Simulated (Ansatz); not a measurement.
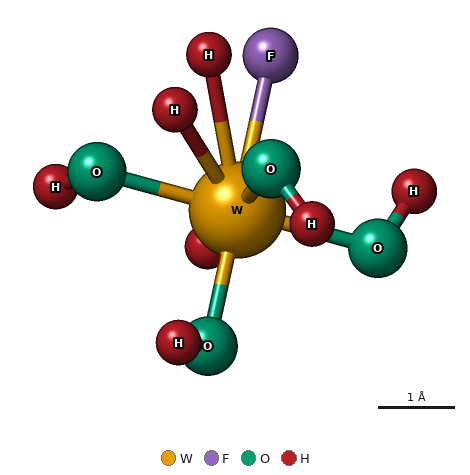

**Figure 1.** The input geometry (ball-and-stick view, seen at a tilt). Sticks mark near contacts. Bond lengths as drawn: F–W 2.20 Å, H–O 1.01 Å, H–W 1.72 to 2.16 Å and O–W 1.94 Å.

# Geometry relaxation, with input and output: WH$_{7}$O$_{4}$F (part 1 of 2)

WH$_{7}$O$_{4}$F, computed with RKS B3LYP-D4/def2-SVP (Ansatz 0.2.0).

The input holds or restrains some coordinates. Forces given for the steps count only the free coordinates. It belongs to a series of runs on one base structure; here: pulled along the bonds that form and break, towards end A.

The program's output
```
The last accepted step is kept in [file] (removed where the run ends without a failure and the disk answers)
Engine: ansatz 0.2.0, aarch64-unknown-linux-gnu
Functional definition: B3LYP
  parameter a0 = 0.2
  parameter ax = 0.72
  parameter ac = 0.81
  exchange = (1 - a0 - ax)*slater_x + ax*b88_x + a0*exact_x
  correlation = (1 - ac)*vwn_rpa_c + ac*lyp_c
1442 factors; integrals over basis functions are off by at most 3.6e-4 eV
mean field evaluation 1: about -12811.6511 eV, gradient 1.1e2 eV
mean field evaluation 2: about -12581.9981 eV, gradient 3.3e2 eV
mean field evaluation 4: about -12831.1721 eV, gradient 4.1e1 eV
mean field evaluation 8: about -12834.7354 eV, gradient 1.2e0 eV
mean field evaluation 16: about -12834.8134 eV, gradient 2.0e-3 eV
mean field -12834.81337877 eV, -471.6706919207 hartree, gradient 8.9e-5 eV, S^2 0.000000; 0 other end points of the search recorded, 0 dependent functions left out
the calculation of the forces begins
reference -12834.81371942 eV, -471.6707044396 hartree; 31, 31 occupied and 106, 106 virtual orbitals, 1442 factors
relax step   1: F+E_penalty+E_count = -12835.30014369 eV  Δ(F+E_penalty+E_count) = +0.000e0 eV  max|allowed force component| = 4.603e0 eV/Å  E_restraint = 22.46411009 eV  max|allowed force component, restraints' pulls added| = 2.457e1 eV/Å  Δτ_max = 0.0000 Å  (35 SCF iters, accepted)
  distance W 0 - H 11 = 2.0200 Å
  distance H 12 - F 1 = 1.5214 Å
  distance W 0 - F 1 = 2.2000 Å
  distance H 12 - H 11 = 1.1148 Å
these checks for a lower state are left out or cut short: starts, cluster_reference, orbital_swaps, neighbouring_geometries, increment
1442 factors; integrals over basis functions are off by at most 4.4e-4 eV
mean field -12835.95827436 eV, -471.7127660576 hartree, gradient 2.4e-5 eV, S^2 0.000000; 0 other end points of the search recorded, 0 dependent functions left out
[... from here on the field's lines of each further geometry are left out, up to the last ...]
relax step   2: F+E_penalty+E_count = -12836.44790625 eV  Δ(F+E_penalty+E_count) = -1.148e0 eV  max|allowed force component| = 4.847e0 eV/Å  E_restraint = 10.14803111 eV  max|allowed force component, restraints' pulls added| = 1.583e1 eV/Å  Δτ_max = 0.1949 Å  (50 SCF iters, accepted)
relax step   3: F+E_penalty+E_count = -12837.53598463 eV  Δ(F+E_penalty+E_count) = -1.088e0 eV  max|allowed force component| = 5.162e0 eV/Å  E_restraint = 3.00836878 eV  max|allowed force component, restraints' pulls added| = 7.479e0 eV/Å  Δτ_max = 0.1948 Å  (50 SCF iters, accepted)
relax step   4: F+E_penalty+E_count = -12838.44245316 eV  Δ(F+E_penalty+E_count) = -9.065e-1 eV  max|allowed force component| = 4.356e0 eV/Å  E_restraint = 0.60572760 eV  max|allowed force component, restraints' pulls added| = 4.087e0 eV/Å  Δτ_max = 0.1948 Å  (43 SCF iters, accepted)
relax step   5: F+E_penalty+E_count = -12839.24317640 eV  Δ(F+E_penalty+E_count) = -8.007e-1 eV  max|allowed force component| = 2.757e0 eV/Å  E_restraint = 0.05425067 eV  max|allowed force component, restraints' pulls added| = 2.576e0 eV/Å  Δτ_max = 0.1947 Å  (43 SCF iters, accepted)
relax step   6: F+E_penalty+E_count = -12839.69172380 eV  Δ(F+E_penalty+E_count) = -4.485e-1 eV  max|allowed force component| = 2.152e0 eV/Å  E_restraint = 0.06064799 eV  max|allowed force component, restraints' pulls added| = 2.122e0 eV/Å  Δτ_max = 0.2000 Å  (42 SCF iters, accepted)
relax step   7: F+E_penalty+E_count = -12840.12035020 eV  Δ(F+E_penalty+E_count) = -4.286e-1 eV  max|allowed force component| = 1.226e0 eV/Å  E_restraint = 0.07180209 eV  max|allowed force component, restraints' pulls added| = 1.075e0 eV/Å  Δτ_max = 0.2000 Å  (41 SCF iters, accepted)
relax step   8: F+E_penalty+E_count = -12840.30428214 eV  Δ(F+E_penalty+E_count) = -1.839e-1 eV  max|allowed force component| = 1.315e0 eV/Å  E_restraint = 0.06764713 eV  max|allowed force component, restraints' pulls added| = 5.247e-1 eV/Å  Δτ_max = 0.2000 Å  (40 SCF iters, accepted)
relax step   9: F+E_penalty+E_count = -12840.41385993 eV  Δ(F+E_penalty+E_count) = -1.096e-1 eV  max|allowed force component| = 1.406e0 eV/Å  E_restraint = 0.06285281 eV  max|allowed force component, restraints' pulls added| = 3.530e-1 eV/Å  Δτ_max = 0.2000 Å  (39 SCF iters, accepted)
relax step  10: F+E_penalty+E_count = -12840.47607981 eV  Δ(F+E_penalty+E_count) = -6.222e-2 eV  max|allowed force component| = 1.329e0 eV/Å  E_restraint = 0.06635503 eV  max|allowed force component, restraints' pulls added| = 2.333e-1 eV/Å  Δτ_max = 0.1999 Å  (39 SCF iters, accepted)
relax step  11: F+E_penalty+E_count = -12840.51168553 eV  Δ(F+E_penalty+E_count) = -3.561e-2 eV  max|allowed force component| = 1.050e0 eV/Å  E_restraint = 0.08763603 eV  max|allowed force component, restraints' pulls added| = 1.050e0 eV/Å  Δτ_max = 0.1957 Å  (34 SCF iters, accepted)
relax step  12: F+E_penalty+E_count = -12840.58057258 eV  Δ(F+E_penalty+E_count) = -6.889e-2 eV  max|allowed force component| = 1.255e0 eV/Å  E_restraint = 0.06795576 eV  max|allowed force component, restraints' pulls added| = 4.182e-1 eV/Å  Δτ_max = 0.2000 Å  (34 SCF iters, accepted)
relax step  13: F+E_penalty+E_count = -12840.66772276 eV  Δ(F+E_penalty+E_count) = -8.715e-2 eV  max|allowed force component| = 1.350e0 eV/Å  E_restraint = 0.05805499 eV  max|allowed force component, restraints' pulls added| = 4.332e-1 eV/Å  Δτ_max = 0.1998 Å  (39 SCF iters, accepted)
relax step  14: F+E_penalty+E_count = -12840.68298009 eV  Δ(F+E_penalty+E_count) = -1.526e-2 eV  max|allowed force component| = 1.785e0 eV/Å  E_restraint = 0.06155605 eV  max|allowed force component, restraints' pulls added| = 1.785e0 eV/Å  Δτ_max = 0.1927 Å  (39 SCF iters, accepted)
relax step  15: F+E_penalty+E_count = -12840.79586705 eV  Δ(F+E_penalty+E_count) = -1.129e-1 eV  max|allowed force component| = 1.358e0 eV/Å  E_restraint = 0.06226594 eV  max|allowed force component, restraints' pulls added| = 7.352e-1 eV/Å  Δτ_max = 0.0790 Å  (34 SCF iters, accepted)
relax step  16: F+E_penalty+E_count = -12840.84732797 eV  Δ(F+E_penalty+E_count) = -5.146e-2 eV  max|allowed force component| = 1.447e0 eV/Å  E_restraint = 0.06433331 eV  max|allowed force component, restraints' pulls added| = 6.853e-1 eV/Å  Δτ_max = 0.1999 Å  (39 SCF iters, accepted)
relax step  17: F+E_penalty+E_count = -12840.90082371 eV  Δ(F+E_penalty+E_count) = -5.350e-2 eV  max|allowed force component| = 1.247e0 eV/Å  E_restraint = 0.09915320 eV  max|allowed force component, restraints' pulls added| = 8.240e-1 eV/Å  Δτ_max = 0.1735 Å  (34 SCF iters, accepted)
relax step  18: F+E_penalty+E_count = -12840.89806603 eV  Δ(F+E_penalty+E_count) = +2.758e-3 eV  max|allowed force component| = 1.288e0 eV/Å  E_restraint = 0.07706518 eV  max|allowed force component, restraints' pulls added| = 7.045e-1 eV/Å  Δτ_max = 0.0726 Å  (34 SCF iters, accepted)
relax step  19: F+E_penalty+E_count = -12840.90367701 eV  Δ(F+E_penalty+E_count) = -5.611e-3 eV  max|allowed force component| = 1.501e0 eV/Å  E_restraint = 0.06807838 eV  max|allowed force component, restraints' pulls added| = 1.756e-1 eV/Å  Δτ_max = 0.1499 Å  (33 SCF iters, accepted)
relax step  20: F+E_penalty+E_count = -12840.91671093 eV  Δ(F+E_penalty+E_count) = -1.303e-2 eV  max|allowed force component| = 1.606e0 eV/Å  E_restraint = 0.08483593 eV  max|allowed force component, restraints' pulls added| = 5.980e-1 eV/Å  Δτ_max = 0.1284 Å  (35 SCF iters, rejected (line search))
the calculation of the forces begins
reference -12840.45302230 eV, -471.8779449980 hartree; 31, 31 occupied and 106, 106 virtual orbitals, 1439 factors
relax step  21: F+E_penalty+E_count = -12840.90874624 eV  Δ(F+E_penalty+E_count) = -5.069e-3 eV  max|allowed force component| = 1.570e0 eV/Å  E_restraint = 0.06717605 eV  max|allowed force component, restraints' pulls added| = 8.533e-2 eV/Å  Δτ_max = 0.0642 Å  (35 SCF iters, accepted)
  distance W 0 - H 11 = 2.9281 Å
  distance H 12 - F 1 = 2.1289 Å
  distance W 0 - F 1 = 1.8812 Å
  distance H 12 - H 11 = 0.7180 Å
1439 factors; integrals over basis functions are off by at most 5.1e-4 eV
mean field evaluation 192: about -12840.4527 eV, gradient 3.2e-3 eV
```

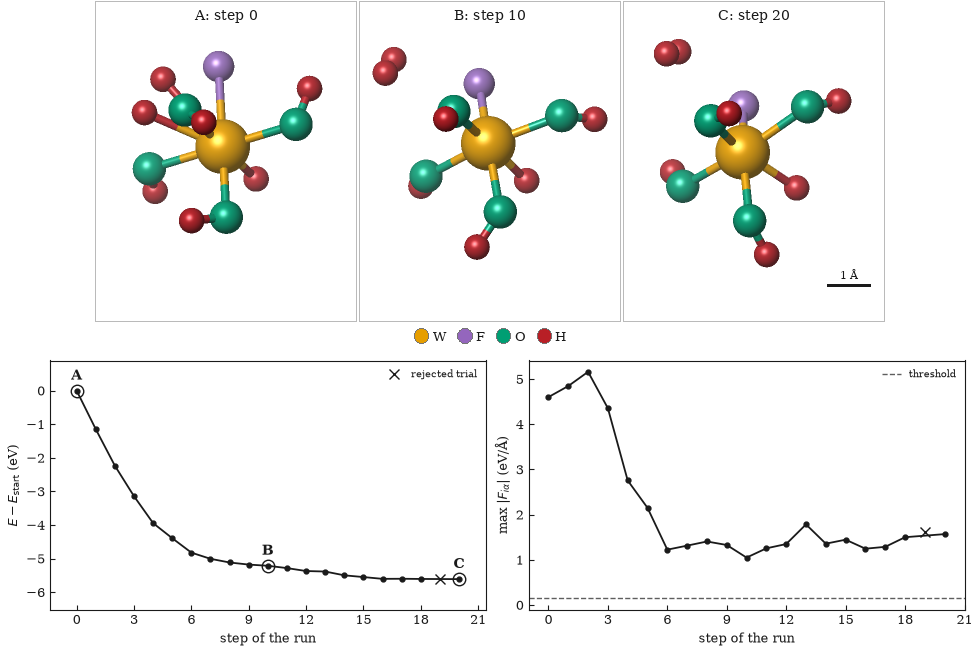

**Figure 2.** Frames of the restrained relaxation (ball-and-stick view, seen at a tilt) above the curves, on which the letters mark them (the first geometry is step 0 here and step 1 in the log).

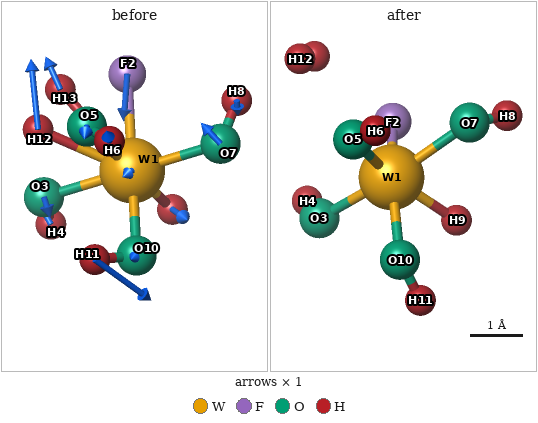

**Figure 3.** Before (left) and after (right) the restrained relaxation, at one scale (ball-and-stick view, seen at a tilt). The blue arrows give the displacements, at true length. The energy falls by 5.609 eV in 20 geometry steps. Largest force component: 4.6 eV/Å at the start, 1.6 eV/Å at the end. The line search rejected the trial step at point 19 (counted from 0) and went back. The largest move after the best rigid fit is that of H11, 1.56 Å. By element the largest moves are H 1.56 Å, F 0.95 Å, O 0.57 Å, W 0.31 Å. Distances before and after: W1–H12 2.020 → 2.928 Å, W1–H13 2.156 → 2.906 Å, H12–H13 1.115 → 0.718 Å, W1–F2 2.200 → 1.881 Å. New bonds form: H12–H13 (1.11 → 0.72 Å). Bonds break: W1–H12 (2.02 → 2.93 Å), W1–H13 (2.16 → 2.91 Å). Among the angles that change: O5–W1–H9 180.0° → 150.3°, F2–W1–O5 90.0° → 117.2°, F2–W1–O10 180.0° → 156.6°. (Atoms are counted from 1 in the order of the input.)

```
mean field -12840.45268234 eV, -471.8779325046 hartree, gradient 1.1e-5 eV, S^2 0.000000; 1 other end points of the search recorded, 0 dependent functions left out
the calculation of the forces begins
reference -12840.45302230 eV, -471.8779449980 hartree; 31, 31 occupied and 106, 106 virtual orbitals, 1439 factors
Total energy: -12840.90908621 eV, -471.8947050373 hartree
Atom 0 at     0.121065     0.178500    -0.204300 Å, force    -0.242964     0.225126    -1.001220 eV/Å
Atom 1 at     0.441869    -0.508838     1.517179 Å, force     0.063717    -0.635652     0.774910 eV/Å
Atom 2 at     1.952876    -0.312395    -0.370461 Å, force    -0.006849     0.006278     0.023503 eV/Å
Atom 3 at     2.427752    -0.719843     0.368650 Å, force     0.000148     0.004413    -0.017282 eV/Å
Atom 4 at     0.000011     2.061698    -0.377423 Å, force    -0.015522     0.023002    -0.003736 eV/Å
Atom 5 at    -0.755706     2.594307    -0.668523 Å, force     0.025738    -0.021536    -0.011958 eV/Å
Atom 6 at    -1.683681     0.351576     0.452714 Å, force     0.004872    -0.040852    -0.009608 eV/Å
Atom 7 at    -2.125467    -0.391588     0.884799 Å, force     0.015305     0.027773     0.000434 eV/Å
Atom 8 at    -0.500832    -1.392244    -0.517381 Å, force    -0.012337     0.009511    -0.004514 eV/Å
Atom 9 at    -0.037033     0.137229    -2.101881 Å, force    -0.014168    -0.001020    -0.034677 eV/Å
Atom 10 at    -0.059695    -0.694680    -2.591694 Å, force    -0.004705    -0.005416     0.011600 eV/Å
Atom 11 at     1.213283     1.959334     1.847326 Å, force     0.115821     1.569658    -0.693268 eV/Å
Atom 12 at     1.203460     1.348843     2.225094 Å, force     0.070944    -1.161285     0.965817 eV/Å
Dipole moment:    -0.136008    -0.207074    -0.083537 e Å
```

Trajectory as extended XYZ (Å, eV, eV/Å), 21 frames, from step=1 to step=21
```
13
Properties=species:S:1:pos:R:3:forces:R:3 step=1 energy=-12835.30014
W     0.0000    0.0000    0.0000    0.5228   1.8840   1.0168
F     0.0000    0.0000    2.2000   -0.7730  -0.8304  -1.4645
O     1.9400    0.0000    0.0000    1.6163  -4.6029  -0.8839
H     2.2771   -0.9519   -0.0197   -0.0038   1.3671  -0.5099
O     0.0000    1.9400    0.0000   -2.7444   3.5310  -2.9455
H    -0.6343    2.2771   -0.7100    0.6102   0.0046   0.7697
O    -1.9400    0.0000    0.0000    0.8518  -0.7549   2.1847
H    -2.2771   -0.1263    0.9437    0.1240   0.1733  -1.4802
H     0.0000   -1.7200    0.0000    0.2732  -0.8819   0.3215
O     0.0000    0.0000   -1.9400    0.6603   1.5702   1.2293
H     0.5278    0.7924   -2.2771   -0.7917  -1.5053   0.1824
H     1.3275    1.3829    0.6370   -0.8398  -0.5775   3.9019
H     0.9769    1.0177    1.6302    0.4941   0.6226  -2.3223
13
Properties=species:S:1:pos:R:3:forces:R:3 step=2 energy=-12836.44791
W    -0.0759   -0.0757    0.0225    3.1443   4.8471   1.0843
F    -0.0666   -0.0696    2.1450   -1.1680  -1.2060  -2.7558
O     1.9323   -0.0285   -0.0042   -0.7644  -3.4555  -0.6405
H     2.2817   -0.9512   -0.0253    0.1930   0.5712  -0.4015
O    -0.0144    1.9479   -0.0153   -1.9437   0.7029  -2.3249
H    -0.6351    2.2810   -0.7110    0.2176   0.0722   0.4150
O    -1.9458   -0.0076    0.0120   -0.3422  -0.9770   1.2784
H    -2.2797   -0.1259    0.9387   -0.2641   0.1291  -0.7126
H     0.0017   -1.7340    0.0033    0.2930  -1.7736  -0.0552
O     0.0004    0.0072   -1.9258   -0.0408   0.8688   1.4468
H     0.5238    0.7832   -2.2751   -0.5617  -1.2610   0.2641
H     1.4156    1.4797    0.7813   -0.5488  -0.4374   3.6187
H     1.0599    1.1052    1.5179    1.7859   1.9191  -1.2169
13
Properties=species:S:1:pos:R:3:forces:R:3 step=3 energy=-12837.53599
W    -0.1382   -0.1202    0.0396    5.0084   5.1620  -0.3191
F    -0.1410   -0.1462    2.0427   -0.5870  -0.5249  -2.4700
O     1.9036   -0.0655   -0.0114   -2.1086  -1.8653  -0.1209
H     2.2859   -0.9537   -0.0302    0.3827  -0.1892  -0.1971
O    -0.0316    1.9390   -0.0408   -0.8396  -0.9860  -0.9881
H    -0.6396    2.2834   -0.7116   -0.2438   0.2436  -0.1086
O    -1.9614   -0.0248    0.0210   -1.6987  -0.9645   0.6330
H    -2.2889   -0.1244    0.9365   -0.6215   0.1025  -0.1139
H     0.0065   -1.7681   -0.0026    0.2496  -1.7753  -0.3150
O    -0.0087    0.0128   -1.9044   -0.5319   0.3200   1.3095
H     0.5179    0.7665   -2.2704   -0.3690  -0.9895   0.2932
H     1.5125    1.5804    0.9170    0.5758   0.6674   1.0180
H     1.1808    1.2325    1.4786    0.7835   0.7993   1.3791
13
Properties=species:S:1:pos:R:3:forces:R:3 step=4 energy=-12838.44245
W    -0.1564   -0.1219    0.0181    4.3556   3.8172  -1.3724
F    -0.1718   -0.1728    1.9276   -0.2879  -0.2223  -0.7060
O     1.8563   -0.1014   -0.0093   -1.9984  -1.2702   0.0349
H     2.2924   -0.9620   -0.0328    0.3102  -0.1693  -0.0272
O    -0.0437    1.9138   -0.0600   -0.4404  -1.1286  -0.4438
H    -0.6468    2.2873   -0.7144   -0.2296   0.2604  -0.1465
O    -1.9919   -0.0544    0.0284   -1.4054  -0.8995   0.3975
H    -2.3112   -0.1216    0.9432   -0.6849   0.0229   0.0482
H     0.0138   -1.8134   -0.0166    0.0656  -0.9533  -0.3322
O    -0.0323    0.0136   -1.8930   -0.5437   0.1540   0.5948
H     0.5112    0.7425   -2.2650   -0.2626  -0.7560   0.1124
H     1.6221    1.6926    1.0326    1.1374   1.2273  -0.2328
H     1.2564    1.3096    1.5052   -0.0161  -0.0827   2.0732
13
Properties=species:S:1:pos:R:3:forces:R:3 step=5 energy=-12839.24318
W    -0.1515   -0.0950   -0.0236    2.7573   2.1261  -1.4831
F    -0.1636   -0.1531    1.8378   -0.1722  -0.1177   0.7956
O     1.8128   -0.1498   -0.0134   -1.4306  -0.9223  -0.0116
H     2.2947   -0.9889   -0.0275    0.1486   0.0540   0.0860
O    -0.0567    1.9020   -0.0886   -0.3050  -0.7687  -0.2856
H    -0.6628    2.3048   -0.7244   -0.0723   0.2754  -0.0469
O    -2.0160   -0.1156    0.0362   -0.5566  -0.6565   0.3736
H    -2.3395   -0.1302    0.9517   -0.5336  -0.1177  -0.0608
H     0.0135   -1.8366   -0.0520   -0.1084  -0.2484  -0.3087
O    -0.0794    0.0121   -1.9083   -0.2976   0.1511  -0.1504
H     0.5015    0.6955   -2.2958   -0.2193  -0.5458  -0.0937
H     1.7157    1.7906    1.1725    1.1525   1.2474  -0.5450
H     1.3293    1.3761    1.5996   -0.3626  -0.4769   1.7305
13
Properties=species:S:1:pos:R:3:forces:R:3 step=6 energy=-12839.69172
W    -0.1304   -0.0545   -0.0598    2.1517   1.7267  -1.3847
F    -0.1243   -0.0849    1.8071   -0.1142  -0.2280   0.7256
O     1.8109   -0.1690   -0.0727   -1.2015  -0.9722   0.2186
H     2.2868   -1.0037    0.0717    0.0930   0.2743   0.0435
O    -0.0366    1.9284   -0.1586   -0.3493  -0.6965  -0.2441
H    -0.6850    2.3607   -0.7330    0.0580   0.2604   0.0189
O    -1.9977   -0.1349    0.0532   -0.3109  -0.5046   0.4498
H    -2.3165   -0.2556    0.9630   -0.4524  -0.1058  -0.1299
H    -0.0699   -1.8177   -0.0989   -0.0345  -0.0404  -0.2364
O    -0.1214    0.0007   -1.9473   -0.2209   0.1195  -0.1443
H     0.4607    0.6420   -2.3945   -0.2004  -0.4199  -0.0704
H     1.7296    1.7723    1.2517    0.9029   0.9366  -0.7220
H     1.3917    1.4281    1.7823   -0.3215  -0.3500   1.4754
```
